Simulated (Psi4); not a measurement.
**OF (Oxygen monofluoride) at UCCSD/aug-cc-pVTZ**

What is the vertical electron affinity of OF (Oxygen monofluoride) at UCCSD/aug-cc-pVTZ? 

The results are computed with Psi4 1.11.

### Step 1. Starting point

OF has 2 atoms, charge 0, and is taken as a doublet. As SMILES, `[O]F`. The coordinates come from a PBE0-D4/def2-TZVP relaxation.

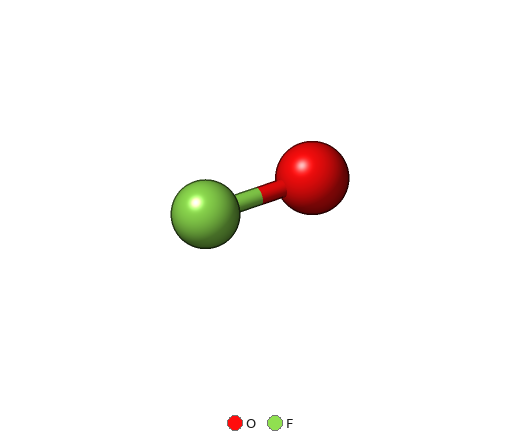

The structure, seen from a chosen angle (oxygen red, fluorine green).

### Step 2. The energy at UCCSD/aug-cc-pVTZ

File job.json:

```json
{
 "schema_name": "qcschema_input",
 "schema_version": 1,
 "molecule": {
  "schema_name": "qcschema_molecule",
  "schema_version": 2,
  "symbols": ["O", "F"],
  "geometry": [0.0, 0.0, -0.03014113, 0.0, 0.0, 2.48385602],
  "molecular_charge": 0,
  "molecular_multiplicity": 2,
  "fix_symmetry": "c1",
  "fix_com": true,
  "fix_orientation": true
 },
 "driver": "energy",
 "model": {
  "method": "ccsd",
  "basis": "aug-cc-pVTZ"
 },
 "keywords": {
  "reference": "uhf",
  "puream": true,
  "e_convergence": 1e-09,
  "d_convergence": 1e-08,
  "scf_type": "pk",
  "num_frozen_docc": 2,
  "maxiter": 100
 }
}
```

Launch:

```sh
$ psi4 --qcschema job.json -n 1 --memory 2200MB
```

stdout:

```text
[...]
  Running in c1 symmetry.
[...]
  Nuclear repulsion =   28.639650605809155
[...]
  Multiplicity = 2
[...]
  Nalpha       = 9
  Nbeta        = 8
[...]
    Number of basis functions: 92
[...]
   @UHF iter   1:  -174.14050151123624   -7.14831e-01   3.41847e-03 ADIIS/DIIS
[...]
   @UHF iter  15:  -174.19621876961375   -2.70006e-12   3.43922e-09 DIIS
[...]
   @S^2 Observed:                7.640583059E-01
[...]
    Orbital Energies [Eh]
    ---------------------
    Alpha Occupied:
       1A    -26.394321     2A    -20.763737     3A     -1.741166
       4A     -1.325067     5A     -0.836425     6A     -0.790020
       7A     -0.746081     8A     -0.639758     9A     -0.575460
    Alpha Virtual:
      10A      0.102719    11A      0.138947    12A      0.152112
      13A      0.159610    14A      0.224212    15A      0.238240
      16A      0.240850    17A      0.264751    18A      0.423963
      19A      0.612944    20A      0.613197    21A      0.737868
      22A      0.754647    23A      0.754855    24A      0.862247
      25A      0.900919    26A      0.902422    27A      0.970108
[...]
  @UHF Final Energy:  -174.19621876961375
   => Energetics <=
    Nuclear Repulsion Energy =             28.6396506058091553
    One-Electron Energy =                -299.0886266880364701
    Two-Electron Energy =                  96.2527573126135678
    Total Energy =                       -174.1962187696137505
  UHF NO Occupations:
  HONO-2 :    7  A 1.9985316
  HONO-1 :    8  A 1.9959004
[...]
 Multipole Moments:
 ------------------------------------------------------------------------------------
     Multipole            Electronic (a.u.)      Nuclear  (a.u.)        Total (a.u.)
 ------------------------------------------------------------------------------------
 L = 1.  Multiply by 2.5417464519 to convert [e a0] to [Debye]
 Dipole X            :         -0.0000000            0.0000000           -0.0000000
 Dipole Y            :          0.0000000            0.0000000            0.0000000
 Dipole Z            :        -22.2521672           22.1135751           -0.1385920
 Magnitude           :                                                    0.1385920
[...]
      * MP2 total energy                      = -174.653427726264027
[...]
      * CCSD total energy                     = -174.666988801091264
[...]
```

The result, in JSON:

```text
{
 "driver": "energy",
 "model": {
  "method": "ccsd",
  "basis": "aug-cc-pVTZ"
 },
 "success": true,
 "return_result": -174.66698880109126,
 "properties": {
  "calcinfo_nbasis": 92,
  "calcinfo_nmo": 92,
  "calcinfo_nalpha": 9,
  "calcinfo_nbeta": 8,
  "calcinfo_natom": 2,
  "nuclear_repulsion_energy": 28.639650605809155,
  "return_energy": -174.66698880109126,
  "scf_one_electron_energy": -299.08862668803647,
  "scf_two_electron_energy": 96.25275731261357,
  "scf_dipole_moment": [-1.5345639938158727e-15, 1.7821415818908467e-15, -0.13859202657393865],
  "scf_total_energy": -174.19621876961375,
  "scf_iterations": 15,
  "mp2_same_spin_correlation_energy": -0.11661736259878944,
  "mp2_opposite_spin_correlation_energy": -0.34059159405203965,
  "mp2_singles_energy": -3.219601391851884e-27,
  "mp2_doubles_energy": -0.45720895665082906,
  "mp2_correlation_energy": -0.45720895665082906,
  "mp2_total_energy": -174.65342772626403,
  "ccsd_same_spin_correlation_energy": -0.10606322777825994,
  "ccsd_opposite_spin_correlation_energy": -0.3647068036998024,
  "ccsd_singles_energy": 3.1624373250935836e-17,
  "ccsd_doubles_energy": -0.47077003147806235,
  "ccsd_correlation_energy": -0.4707700314780623,
  "ccsd_total_energy": -174.66698880109126,
  "ccsd_iterations": 17
 }
}
```

Run time: 94 s. Hardware: 1 thread of Intel Xeon at 2.50GHz (Skylake/Cascade Lake), shared host; peak memory 0.98 GiB.

### Step 3. The singlet anion, same level

File fo.py:

```python
import psi4

psi4.set_memory('2200 MB')
psi4.set_num_threads(1)
psi4.set_output_file('run.log', False)

m = psi4.geometry("""
-1 1
O      0.00000000     0.00000000    -0.03014113
F      0.00000000     0.00000000     2.48385602
units au
symmetry c1
""")

psi4.set_options({
    'basis': 'aug-cc-pVTZ',
    'puream': True,
    'e_convergence': 1e-09,
    'd_convergence': 1e-08,
    'scf_type': 'pk',
    'num_frozen_docc': 2,
})

E, wfn = psi4.energy('ccsd', return_wfn=True)
print(f'ccsd energy: {E:.10f} Eh')
for k, v in sorted(psi4.core.scalar_variables().items()):
    print(f'{k:45s} {v:18.10f}')
```

Launch:

```sh
$ python fo.py
```

run.log:

```text
[...]
  Running in c1 symmetry.
[...]
  Nuclear repulsion =   28.639650605809155
[...]
  Multiplicity = 1
[...]
  Nalpha       = 9
  Nbeta        = 9
[...]
    Number of basis functions: 92
[...]
   @RHF iter   1:  -174.14108591379266   -7.15415e-01   4.33928e-03 ADIIS/DIIS
[...]
   @RHF iter  11:  -174.21023265606118   -2.72848e-12   2.54732e-09 DIIS
[...]
    Orbital Energies [Eh]
    ---------------------
    Doubly Occupied:
       1A    -26.008596     2A    -20.255172     3A     -1.344013
       4A     -0.850614     5A     -0.403964     6A     -0.403964
       7A     -0.351880     8A     -0.122852     9A     -0.122852
[...]
  @RHF Final Energy:  -174.21023265606118
   => Energetics <=
    Nuclear Repulsion Energy =             28.6396506058091553
    One-Electron Energy =                -305.9719543700823579
    Two-Electron Energy =                 103.1220711082120260
    Total Energy =                       -174.2102326560611800
[...]
 Multipole Moments:
 ------------------------------------------------------------------------------------
     Multipole            Electronic (a.u.)      Nuclear  (a.u.)        Total (a.u.)
 ------------------------------------------------------------------------------------
 L = 1.  Multiply by 2.5417464519 to convert [e a0] to [Debye]
 Dipole X            :         -0.0000000            0.0000000           -0.0000000
 Dipole Y            :          0.0000000            0.0000000            0.0000000
 Dipole Z            :          1.2773893           -0.5771080            0.7002813
 Magnitude           :                                                    0.7002813
[...]
      * MP2 total energy                      = -174.725892103890516
[...]
      * CCSD total energy                     = -174.727173756931649
```

The script printed:

```text
ccsd energy: -174.7271737569 Eh
CC D1 DIAGNOSTIC                                    0.0394458377
CC D2 DIAGNOSTIC                                    0.1571302166
CC NEW D1 DIAGNOSTIC                                0.0394458377
CC T1 DIAGNOSTIC                                    0.0193545373
CCSD CORRELATION ENERGY                            -0.5169411009
CCSD DOUBLES ENERGY                                -0.5169411009
CCSD ITERATIONS                                    16.0000000000
CCSD OPPOSITE-SPIN CORRELATION ENERGY              -0.3991457368
CCSD SAME-SPIN CORRELATION ENERGY                  -0.1177953640
CCSD SINGLES ENERGY                                 0.0000000000
CCSD TOTAL ENERGY                                -174.7271737569
CURRENT CORRELATION ENERGY                         -0.5169411009
CURRENT ENERGY                                   -174.7271737569
CURRENT REFERENCE ENERGY                         -174.2102326561
DD SOLVATION ENERGY                                 0.0000000000
HF KINETIC ENERGY                                 174.3770881650
HF POTENTIAL ENERGY                              -348.5873208210
HF TOTAL ENERGY                                  -174.2102326561
HF VIRIAL RATIO                                     1.9990431340
MP2 CORRELATION ENERGY                             -0.5156594478
MP2 DOUBLES ENERGY                                 -0.5156594478
MP2 OPPOSITE-SPIN CORRELATION ENERGY               -0.3823440391
MP2 SAME-SPIN CORRELATION ENERGY                   -0.1333154088
MP2 SINGLES ENERGY                                 -0.0000000000
MP2 TOTAL ENERGY                                 -174.7258921039
NUCLEAR REPULSION ENERGY                           28.6396506058
ONE-ELECTRON ENERGY                              -305.9719543701
PCM POLARIZATION ENERGY                             0.0000000000
PE ENERGY                                           0.0000000000
SCF ITERATION ENERGY                             -174.2102326561
SCF ITERATIONS                                     11.0000000000
SCF TOTAL ENERGY                                 -174.2102326561
TWO-ELECTRON ENERGY                               103.1220711082
```

Run time: 43 s. Hardware: 1 thread of Intel Xeon at 2.50GHz (Skylake/Cascade Lake), shared host; peak memory 0.92 GiB.

### Step 4. Outcome

At UCCSD/aug-cc-pVTZ, 2 core orbitals frozen:

| quantity | value |
| --- | --- |
| doublet OF: total energy | -174.66699 Eh |
| doublet OF: HOMO energy (Hartree–Fock orbitals) (highest over α and β) | -14.65 eV |
| doublet OF: LUMO energy (Hartree–Fock orbitals) (lowest over α and β) | 1.58 eV |
| doublet OF: correlation energy (2 core orbitals frozen) | -470.8 mEh |
| doublet OF: ⟨S²⟩ of the reference determinant | 0.764 |
| doublet OF: T1 diagnostic | 0.041 |
| singlet anion: total energy | -174.72717 Eh |
| singlet anion: HOMO energy (Hartree–Fock orbitals) | -3.34 eV |
| singlet anion: LUMO energy (Hartree–Fock orbitals) | 7.71 eV |
| singlet anion: HOMO–LUMO gap (to an unbound level, set by the basis) | 11.05 eV |
| singlet anion: correlation energy (2 core orbitals frozen) | -516.9 mEh |
| singlet anion: T1 diagnostic | 0.019 |
| vertical electron affinity (to the singlet anion) | 1.638 eV |

In words: At fixed nuclei the extra electron is bound by 1.64 eV (158 kJ/mol).
